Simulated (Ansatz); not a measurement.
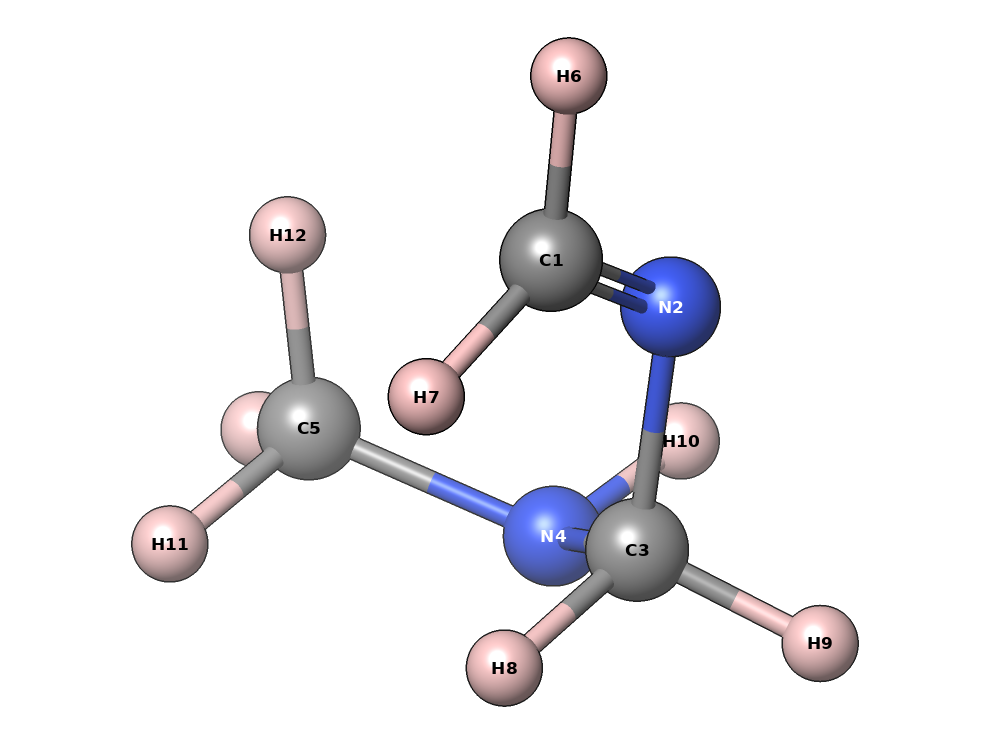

N4 lies behind C3. The molecule seen a little off the C3–N4 bond, C3 in front. Atoms fade into the background with distance from the viewer. The geometry was computed by an optimisation with PBE-D4/def2-SVP. No frequency run is at hand to confirm it as a minimum.

What is the torsion angle N2–C3–N4–C5? The sign is positive where the front bond must turn clockwise to cover the back bond.

Answer. −64°, synclinal (gauche).
